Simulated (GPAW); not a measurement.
# Ballistic transport through an In chain with a Cu atom bridging one bond, from relaxation to T(E), part 2 of 3

Aim: the conductance of an In chain with a Cu atom bridging one bond after relaxation, and whether geometry, basis or functional moves it most.

GPAW 26.7.0; GPAW LCAO, PAW setups; relaxation of the junction within the symmetry of its start, lead ends held (the session's first sound run).

So far, transmission at the Fermi level (one spin): step 3 (GPAW, dzp) 2.16.

### 4. GPAW, szp: basis = "szp(dzp)"

Level of this step: GPAW LCAO, PAW setups; Landauer transmission from Green's functions with principal layers (ASE), zero bias (GPAW).

The second zeta is dropped, the polarisation orbitals stay.

run.py

```python
import json
import numpy as np
from ase import Atoms
from ase.transport.calculators import TransportCalculator
from gpaw import GPAW, FermiDirac
from gpaw.lcao.tools import get_lcao_hamiltonian
from scipy.linalg import eigh

# The junction with lead layers at both ends, along the third cell vector
device = Atoms(
    ['In', 'In', 'In', 'In', 'In', 'In', 'Cu', 'In', 'In', 'In', 'In', 'In', 'In'],
    positions=[
        [4.50000, 4.50000, 1.47500],
        [4.50000, 4.50000, 4.42500],
        [4.50000, 4.50000, 7.37500],
        [4.50000, 4.50000, 10.32500],
        [4.50000, 4.50000, 13.27500],
        [4.46702, 4.50000, 16.31698],
        [6.60970, 4.50000, 17.80000],
        [4.46702, 4.50000, 19.28302],
        [4.50000, 4.50000, 22.32500],
        [4.50000, 4.50000, 25.27500],
        [4.50000, 4.50000, 28.22500],
        [4.50000, 4.50000, 31.17500],
        [4.50000, 4.50000, 34.12500]],
    cell=[[9.0, 0.0, 0.0], [0.0, 9.0, 0.0], [0.0, 0.0, 35.6]],
    pbc=True)

# One principal layer of the lead: the first 3 atoms of the device
lead = Atoms(
    ['In', 'In', 'In'],
    positions=[
        [4.50000, 4.50000, 1.47500],
        [4.50000, 4.50000, 4.42500],
        [4.50000, 4.50000, 7.37500]],
    cell=[[9.0, 0.0, 0.0], [0.0, 9.0, 0.0], [0.0, 0.0, 8.85]],
    pbc=True)

settings = dict(mode='lcao', basis='szp(dzp)', xc='PBE', h=0.2,
                occupations=FermiDirac(0.1), maxiter=250,
                mixer=dict(beta=0.1, nmaxold=8, weight=100.0),
                convergence=dict(density=0.0001))
energies = np.arange(-2, 2 + 1e-9, 0.025)
eta = 0.0001
n1, n2 = 1, 1
# k and -k transmit alike, so half of the mesh across the current serves
mesh = [(i, j) for i in range(n1) for j in range(n2) if (i, j) <= (-i % n1, -j % n2)]
weights = np.array([1 if (i, j) == (-i % n1, -j % n2) else 2 for i, j in mesh]) / (n1 * n2)


def ground_state(atoms, size, txt):
    atoms.calc = GPAW(kpts={'size': size, 'gamma': True}, symmetry={'tolerance': 1e-3}, txt=txt, **settings)
    atoms.get_potential_energy()
    return atoms.calc.get_fermi_level()


def blocks(atoms, fermi, points, nz, cells):
    """H - E_F S and S between cell 0 and the cells above it, at each point across the current."""
    kz = np.arange(nz) / nz
    calc = atoms.calc.fixed_density(kpts=[(*k, z) for k in points for z in kz], symmetry='off', txt=None)
    H, S = get_lcao_hamiltonian(calc)
    H = (H - fermi * S).reshape(len(H), len(points), nz, *S.shape[1:])
    S = S.reshape(H.shape[1:])
    phases = [np.exp(-2j * np.pi * kz * R) / nz for R in cells]
    return [(np.einsum('skzij,z->ksij', H, p), np.einsum('kzij,z->kij', S, p)) for p in phases]


def pair(a, b):
    return np.block([[a, b], [b.T.conj(), a]])


def count_channels(h, s, cells, nk=240):
    """Half the number of times that the lead's bands cross each energy, unfolded to its shortest repeat."""
    b = len(h) // cells
    bands = []
    for k in (np.arange(nk + 1) + 0.5) / nk:
        hk, sk = h[:b, :b].copy(), s[:b, :b].copy()
        for R in range(1, cells):
            phase, block = np.exp(2j * np.pi * k * R), slice(R * b, (R + 1) * b)
            hk += h[:b, block] * phase + (h[:b, block] * phase).T.conj()
            sk += s[:b, block] * phase + (s[:b, block] * phase).T.conj()
        w, u = eigh(sk)
        x = u[:, w > 1e-5] / w[w > 1e-5]**0.5  # drop near-dependent combinations
        bands.append(np.r_[eigh(x.T.conj() @ hk @ x, eigvals_only=True), [1e9] * (w <= 1e-5).sum()])
    below = np.array(bands)[:, :, None] < energies
    return (below[1:] != below[:-1]).sum((0, 1)) / 2


fermi_lead = ground_state(lead, (1, 1, 13), 'lead.txt')
fermi_device = ground_state(device, (1, 1, 2), 'device.txt')
T, channels, eigen, tail, misfit, shifts = [], [], [], 0.0, 0.0, []
for first in range(0, len(mesh), 657):
    points = [(i / n1, j / n2) for i, j in mesh[first:first + 657]]
    (H0k, S0k), (H1k, S1k), (H2k, _) = blocks(lead, fermi_lead, points, 5, range(3))
    [(Hk, Sk)] = blocks(device, fermi_device, points, 2, [0])
    tail = max(tail, abs(H2k).max())
    for H0, S0, H1, S1, H, S in zip(H0k, S0k, H1k, S1k, Hk, Sk):
        n = len(S0)
        # Shift the lead onto the potential of the device's first layer
        shift = ((H[:, 0, 0] - H0[:, 0, 0]) / S0[0, 0]).real.mean()
        shifts.append(shift)
        misfit = max(misfit, abs(H[:, :n, :n] - H0 - shift * S0).max())
        Tk, Ck, Ek = [], [], []
        for s in range(len(H)):
            t = s % len(H0)  # a lead without moments serves both spins
            h1, s1 = pair(H0[t] + shift * S0, H1[t] + shift * S1), pair(S0, S1)
            leads = dict(h1=h1, s1=s1, energies=energies, eta=eta, eta1=eta, eta2=eta)
            calc = TransportCalculator(h=H[s], s=S, eigenchannels=3, **leads)
            Tk.append(calc.get_transmission())
            Ek.append(np.sort(calc.eigenchannels_ne, axis=0)[::-1])
            Ck.append(count_channels(h1, s1, 6))
        T.append(Tk)
        channels.append(Ck)
        eigen.append(Ek)
T, channels = np.array(T), np.array(channels)
mean, open_channels = np.einsum('kse,k->se', T, weights), np.einsum('kse,k->se', channels, weights)

print(f'basis functions: device {len(S)}, principal layer {n}')
print(f'Fermi level: lead {fermi_lead:.4f} eV, device {fermi_device:.4f} eV; lead shifted by {np.mean(shifts):.4f} eV')
print(f'largest coupling past the next layer {tail:.2e} eV, largest misfit of the first layer {misfit:.3f} eV')
print('  E-E_F (eV)   ' + 'T (one spin)  channels')
for e, t, c in zip(energies, mean.T, open_channels.T):
    print(f'{e:10.3f}  ', *[f'{x:11.4e}' for x in t], *[f'{x:9.4f}' for x in c])

kT = 8.617333e-5 * 300
fine = np.linspace(energies[0], energies[-1], 4001)
both = np.exp(np.interp(fine, energies, np.log(np.maximum(mean.sum(0) * 2 / len(mean), 1e-30))))
fermi = lambda mu: 1 / (1 + np.exp(np.clip((fine - mu) / kT, -200, 200)))
slope = fermi(0) * (1 - fermi(0)) / kT
G = np.trapezoid(both * slope, fine) / 2
seebeck = -np.trapezoid(both * slope * fine, fine) / (2 * G * 300) * 1e6
print(f'conductance at 300 K: {G:.5g} G0 a cell; thermopower {seebeck:.4g} uV/K')
bias = [0.1, 0.2, 0.5, 1.0, 1.5, 2.0]
current = [38.74 * np.trapezoid(both * (fermi(V / 2) - fermi(-V / 2)), fine) for V in bias]
for V, I in zip(bias, current):
    print(f'current from the zero-bias T(E) at {V} V: {I:.5g} uA')
zero = abs(energies).argmin()
json.dump(dict(energies=energies.tolist(), T=mean.tolist(), channels=open_channels.tolist(), G=G, seebeck=seebeck,
               bias=bias, current=current, tail=tail, misfit=misfit, shift=np.mean(shifts), n_device=len(S), n_lead=n,
               fermi=[fermi_lead, fermi_device], energy=device.get_potential_energy(),
               moments=device.get_magnetic_moments().tolist(), mesh=mesh, weights=weights.tolist(),
               T_k=T[:, :, zero].tolist(), eigen=np.array(eigen[0]).tolist()), open('result.json', 'w'))
```

On the command line:

```console
> OMP_NUM_THREADS=1 OPENBLAS_NUM_THREADS=1 python run.py
```

Log:

```text
basis functions: device 177, principal layer 42
Fermi level: lead -2.3506 eV, device -2.3022 eV; lead shifted by -0.0236 eV
largest coupling past the next layer 1.86e-06 eV, largest misfit of the first layer 0.029 eV
  E-E_F (eV)   T (one spin)  channels
    -2.000    1.3906e-08    0.0000
    -1.975    1.9098e-08    0.0000
    -1.950    3.7252e-08    0.0000
    -1.925    1.3972e-07    0.0000
    -1.900    8.7009e-03    0.0000
    -1.875    1.4863e-07    0.0000
    -1.850    4.5015e-08    0.0000
    -1.825    2.6494e-05    0.0000
    -1.800    6.7138e-09    0.0000
    -1.775    5.8586e-09    0.0000
    -1.750    4.9725e-09    0.0000
    -1.725    4.4315e-09    0.0000
    -1.700    4.1671e-09    0.0000
    -1.675    4.1270e-09    0.0000
    -1.650    4.2996e-09    0.0000
    -1.625    4.7146e-09    0.0000
[...]
1.825    2.7278e+00    3.0000
     1.850    2.7162e+00    3.0000
     1.875    2.7219e+00    3.0000
     1.900    2.7253e+00    3.0000
     1.925    2.7275e+00    3.0000
     1.950    2.7285e+00    3.0000
     1.975    2.7282e+00    3.0000
     2.000    2.7265e+00    3.0000
conductance at 300 K: 2.1637 G0 a cell; thermopower -2.892 uV/K
current from the zero-bias T(E) at 0.1 V: 16.731 uA
current from the zero-bias T(E) at 0.2 V: 33.18 uA
current from the zero-bias T(E) at 0.5 V: 75.846 uA
current from the zero-bias T(E) at 1.0 V: 140.19 uA
current from the zero-bias T(E) at 1.5 V: 204.11 uA
current from the zero-bias T(E) at 2.0 V: 263.49 uA
```

Run time: 81 s. Hardware: 1 thread of Intel Xeon Platinum 8375C at 2.90GHz (Ice Lake), shared host; peak memory 1.2 GiB.

This step gave:

| Item | Value |
| --- | --- |
| conductance | 2.164 G₀ |
| largest coupling past the next principal layer | 1.86e-6 eV |
| largest misfit of the first principal layer | 0.02865 eV |
| shift that aligns the lead | -0.02361 eV |
| basis functions of the junction | 177 |
| basis functions of a principal layer | 42 |
| transmission at the Fermi level (one spin) | 2.171 |

One spin. The transmission, zone mean by energy, zero at the Fermi level:

| energy (eV) | transmission, zone mean |
| --- | --- |
| -2.0000 | 1.4e-8 |
| -1.7500 | 5.0e-9 |
| -1.5000 | 2.1e-8 |
| -1.2500 | 0.00317 |
| -1.0000 | 0.290 |
| -0.7500 | 0.831 |
| -0.5000 | 0.949 |
| -0.2500 | 0.980 |
| 0.0000 | 2.17 |
| 0.2500 | 2.30 |
| 0.5000 | 2.38 |
| 0.7500 | 2.42 |
| 1.0000 | 2.51 |
| 1.2500 | 2.59 |
| 1.5000 | 2.64 |
| 1.7500 | 2.70 |
| 2.0000 | 2.73 |

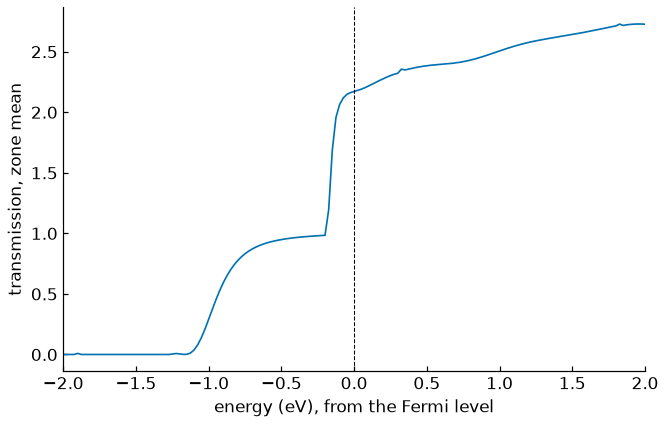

Transmission, zone mean against energy.

Crossings of the lead's bands, unfolded to its shortest repeat. The open channels, zone mean by energy, zero at the Fermi level:

| energy (eV) | open channels, zone mean |
| --- | --- |
| -1.5000 | 0 |
| -1.2500 | 1 |
| -1.0000 | 1 |
| -0.7500 | 1 |
| -0.5000 | 1 |
| -0.2500 | 1 |
| 0.0000 | 3 |
| 0.2500 | 3 |
| 0.5000 | 3 |
| 0.7500 | 3 |
| 1.0000 | 3 |
| 1.2500 | 3 |
| 1.5000 | 3 |
| 1.7500 | 3 |
| 2.0000 | 3 |

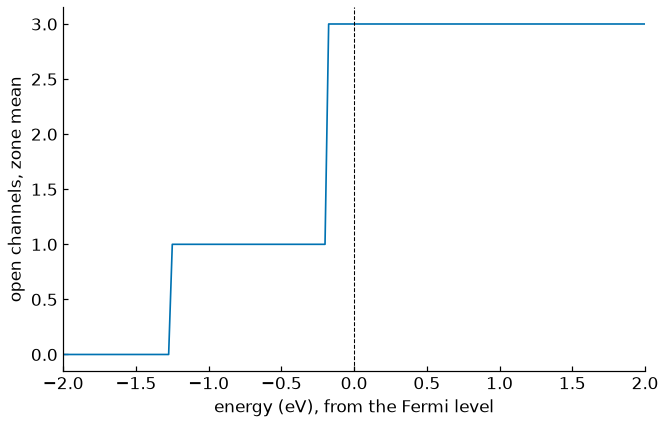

Open channels, zone mean against energy.

Not self-consistent under bias; the bias window is split evenly. The current through one cell, from the zero-bias transmission by bias:

| bias (V) | current through one cell, from the zero-bias transmission (μA) |
| --- | --- |
| 0.100 | 16.7 |
| 0.200 | 33.2 |
| 0.500 | 75.8 |
| 1.000 | 140 |
| 1.500 | 204 |
| 2.000 | 263 |

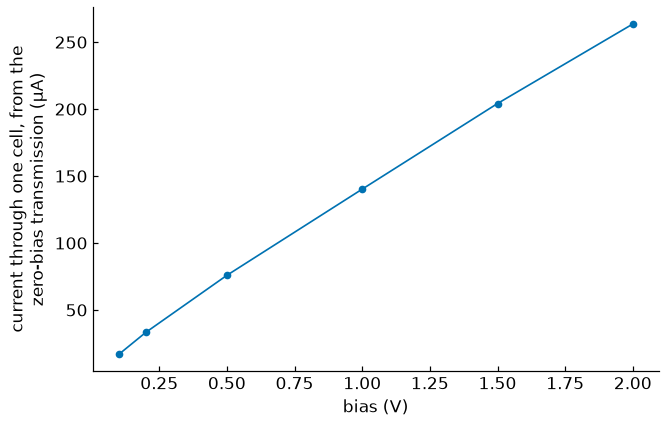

Current through one cell, from the zero-bias transmission, plotted against bias.

Table of transmission of the three most open eigenchannels by energy, zero at the Fermi level:

| energy (eV) | channel 1 | channel 2 | channel 3 |
| --- | --- | --- | --- |
| -1.500 | 2.1e-8 | 0 | 0 |
| -1.000 | 0.290 | 0 | 0 |
| -0.500 | 0.949 | 0 | 0 |
| 0.000 | 0.990 | 0.908 | 0.273 |
| 0.500 | 0.997 | 0.997 | 0.391 |
| 1.000 | 0.999 | 0.920 | 0.587 |
| 1.500 | 0.999 | 0.910 | 0.733 |
| 2.000 | 0.999 | 0.945 | 0.782 |

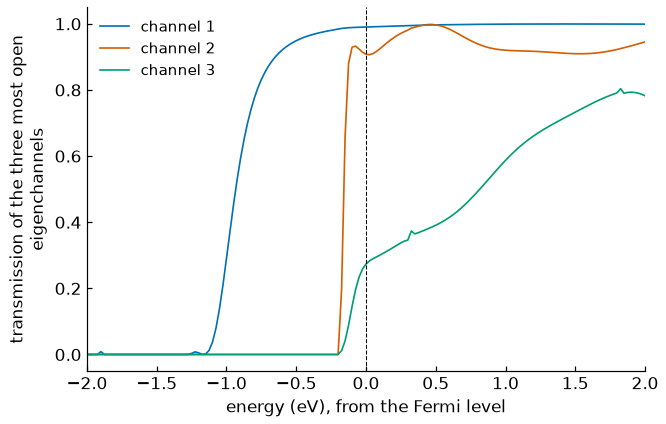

Transmission of the three most open eigenchannels, plotted against energy.

The conductance, 2.16 G₀, lies 0.5 % above that of the dzp run.

### 5. Minimal basis

The minimal basis is the cheapest rung: no second zeta and no polarisation.

run.py, as its differences from that of step 4:

```diff
@@ -38,3 +38,3 @@
 
-settings = dict(mode='lcao', basis='szp(dzp)', xc='PBE', h=0.2,
+settings = dict(mode='lcao', basis='sz(dzp)', xc='PBE', h=0.2,
                 occupations=FermiDirac(0.1), maxiter=250,
```

Log:

```text
basis functions: device 114, principal layer 27
Fermi level: lead -2.2681 eV, device -2.2190 eV; lead shifted by -0.0310 eV
largest coupling past the next layer 1.93e-06 eV, largest misfit of the first layer 0.040 eV
  E-E_F (eV)   T (one spin)  channels
    -2.000    1.9427e-01    1.0000
    -1.975    1.7762e-01    1.0000
    -1.950    1.5897e-01    1.0000
[...]
1.975    2.6189e+00    3.0000
     2.000    2.6247e+00    3.0000
conductance at 300 K: 2.149 G0 a cell; thermopower -1.556 uV/K
current from the zero-bias T(E) at 0.1 V: 16.636 uA
current from the zero-bias T(E) at 0.2 V: 33.126 uA
current from the zero-bias T(E) at 0.5 V: 76.825 uA
current from the zero-bias T(E) at 1.0 V: 140.5 uA
current from the zero-bias T(E) at 1.5 V: 204.03 uA
current from the zero-bias T(E) at 2.0 V: 264.74 uA
```

Run time: 45 s. Hardware: 1 thread; peak memory 1.1 GiB.

This step gave:

| Item | Value |
| --- | --- |
| conductance | 2.149 G₀ |
| largest coupling past the next principal layer | 1.93e-6 eV |
| largest misfit of the first principal layer | 0.04015 eV |
| shift that aligns the lead | -0.03098 eV |
| basis functions of the junction | 114 |
| basis functions of a principal layer | 27 |
| transmission at the Fermi level (one spin) | 2.151 |

One spin. Transmission, zone mean against energy, zero at the Fermi level:

| energy (eV) | transmission, zone mean |
| --- | --- |
| -2.0000 | 0.194 |
| -1.7500 | 2.9e-7 |
| -1.5000 | 1.8e-7 |
| -1.2500 | 1.3e-4 |
| -1.0000 | 0.538 |
| -0.7500 | 0.895 |
| -0.5000 | 0.967 |
| -0.2500 | 0.987 |
| 0.0000 | 2.15 |
| 0.2500 | 2.26 |
| 0.5000 | 2.33 |
| 0.7500 | 2.35 |
| 1.0000 | 2.42 |
| 1.2500 | 2.49 |
| 1.5000 | 2.52 |
| 1.7500 | 2.56 |
| 2.0000 | 2.62 |

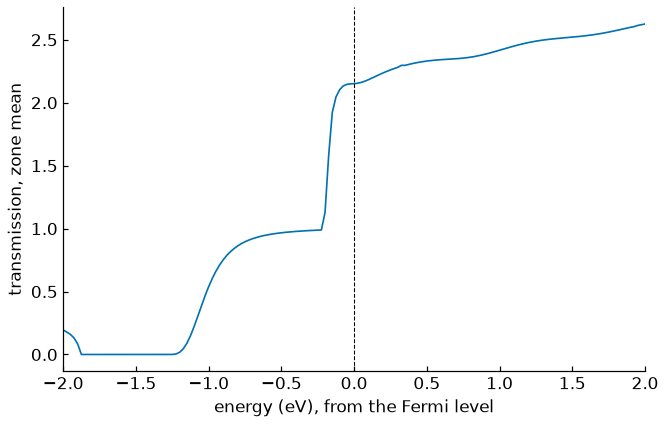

Transmission, zone mean against energy.

The conductance equals that of the dzp run to 0.2 %.

### 6. RPBE in the dzp basis: xc = "RPBE"

Back in the dzp basis, the functional changes from PBE to RPBE, to set the spread between functionals beside that between bases.

run.py, as its differences from that of step 5:

```diff
@@ -38,3 +38,3 @@
 
-settings = dict(mode='lcao', basis='sz(dzp)', xc='PBE', h=0.2,
+settings = dict(mode='lcao', basis='dzp', xc='RPBE', h=0.2,
                 occupations=FermiDirac(0.1), maxiter=250,
```

Log:

```text
basis functions: device 291, principal layer 69
Fermi level: lead -2.0811 eV, device -2.0340 eV; lead shifted by -0.0243 eV
largest coupling past the next layer 1.88e-06 eV, largest misfit of the first layer 0.029 eV
  E-E_F (eV)   T (one spin)  [channel counts left out]
    -2.000    8.7875e-02
    -1.975    3.9917e-02
    -1.950    6.8567e-07
[...]
1.975    1.9444e+00
     2.000    1.9587e+00
conductance at 300 K: 2.1452 G0 a cell; thermopower -2.87 uV/K
current from the zero-bias T(E) at 0.1 V: 16.591 uA
current from the zero-bias T(E) at 0.2 V: 32.931 uA
current from the zero-bias T(E) at 0.5 V: 75.564 uA
current from the zero-bias T(E) at 1.0 V: 139.25 uA
current from the zero-bias T(E) at 1.5 V: 203.28 uA
current from the zero-bias T(E) at 2.0 V: 263.8 uA
```

Wall time 74 s (1 thread); peak memory 1.2 GiB.

This step gave:

| Item | Value |
| --- | --- |
| conductance | 2.145 G₀ |
| largest coupling past the next principal layer | 1.88e-6 eV |
| largest misfit of the first principal layer | 0.02919 eV |
| shift that aligns the lead | -0.02433 eV |
| basis functions of the junction | 291 |
| basis functions of a principal layer | 69 |
| transmission at the Fermi level (one spin) | 2.152 |

The conductance, 2.15 G₀, lies 0.4 % below that of the dzp run.

### 7. The structure as built: geometry = "as built"

The dzp basis with PBE on the structure as first built shows what the relaxation was worth.

run.py, as its differences from that of step 6:

```diff
@@ -17,5 +17,5 @@
         [4.50000, 4.50000, 13.27500],
-        [4.46702, 4.50000, 16.31698],
-        [6.60970, 4.50000, 17.80000],
-        [4.46702, 4.50000, 19.28302],
+        [4.50000, 4.50000, 16.22500],
+        [6.58648, 4.50000, 17.80000],
+        [4.50000, 4.50000, 19.37500],
         [4.50000, 4.50000, 22.32500],
@@ -38,3 +38,3 @@
 
-settings = dict(mode='lcao', basis='dzp', xc='RPBE', h=0.2,
+settings = dict(mode='lcao', basis='dzp', xc='PBE', h=0.2,
                 occupations=FermiDirac(0.1), maxiter=250,
```

Log:

```text
basis functions: device 291, principal layer 69
Fermi level: lead -2.2014 eV, device -2.1645 eV; lead shifted by -0.0211 eV
largest coupling past the next layer 1.88e-06 eV, largest misfit of the first layer 0.024 eV
  E-E_F (eV)   T (one spin)  channels
    -2.000    1.6124e-02    1.0000
    -1.975    2.2088e-07    0.0000
    -1.950    1.0481e-07    0.0000
[...]
1.975    2.5211e+00    3.0000
     2.000    2.4788e+00    3.0000
conductance at 300 K: 2.2258 G0 a cell; thermopower -3.215 uV/K
current from the zero-bias T(E) at 0.1 V: 17.204 uA
current from the zero-bias T(E) at 0.2 V: 34.087 uA
current from the zero-bias T(E) at 0.5 V: 77.711 uA
current from the zero-bias T(E) at 1.0 V: 142.84 uA
current from the zero-bias T(E) at 1.5 V: 207.36 uA
current from the zero-bias T(E) at 2.0 V: 264.47 uA
```

Run time: 78 s. Hardware: 1 thread; peak memory 1.2 GiB.

Numbers from this step:

```
conductance                                 : 2.226 G₀
largest misfit of the first principal layer : 0.02382 eV
shift that aligns the lead                  : -0.02112 eV
transmission at the Fermi level (one spin)  : 2.237
```

One spin. Transmission, zone mean against energy, zero at the Fermi level:

| energy (eV) | transmission, zone mean |
| --- | --- |
| -2.0000 | 0.0161 |
| -1.7500 | 2.5e-8 |
| -1.5000 | 5.2e-8 |
| -1.2500 | 0.0828 |
| -1.0000 | 0.00385 |
| -0.7500 | 0.594 |
| -0.5000 | 0.885 |
| -0.2500 | 0.956 |
| 0.0000 | 2.24 |
| 0.2500 | 2.37 |
| 0.5000 | 2.50 |
| 0.7500 | 2.63 |
| 1.0000 | 2.73 |
| 1.2500 | 2.77 |
| 1.3750 | 2.78 |
| 1.5000 | 2.77 |
| 1.7500 | 2.73 |
| 2.0000 | 2.48 |

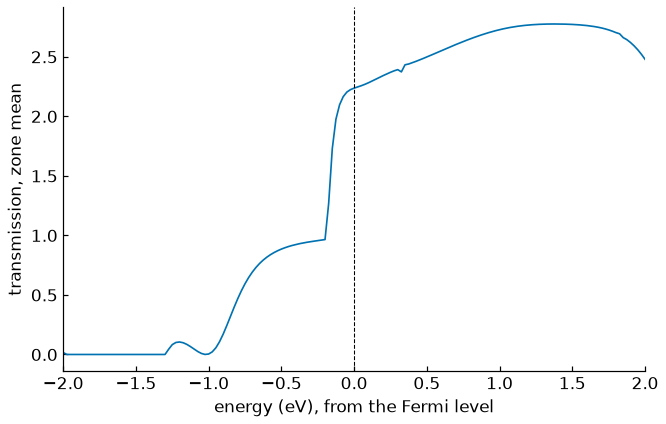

Transmission, zone mean, plotted against energy.

The conductance, 2.23 G₀, lies 3.4 % above that of the dzp run.

### 8. Cost and result by level

Times are for 1 thread of Intel Xeon Platinum 8375C at 2.90GHz (Ice Lake), shared host. Results by setting:

| no. | run | conductance (G₀) | time | memory (GiB) |
| --- | --- | --- | --- | --- |
| 1 | dzp | 2.153 | 81 s | 1.2 |
| 2 | szp | 2.164 | 81 s | 1.2 |
| 3 | sz | 2.149 | 45 s | 1.1 |
| 4 | dzp RPBE | 2.145 | 74 s | 1.2 |
| 5 | asbuilt | 2.226 | 78 s | 1.2 |

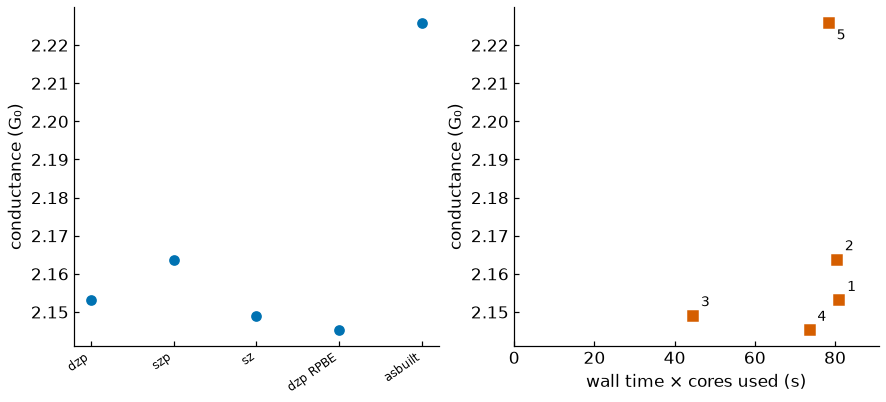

The series as plots; the last panel sets the first result against cost, with the runs numbered as in the table.

(Continued in part 3 of 3.)

[Logs are printed without paths, hosts, clocks, repeated set-up lines and the standing remarks that a program may print on its own settings, such as how far it seeks lower states.]

[Hosts, paths, dates, database ids (printed as entryN), source tags and the programs' standing remarks are cut or masked in the printed files.]
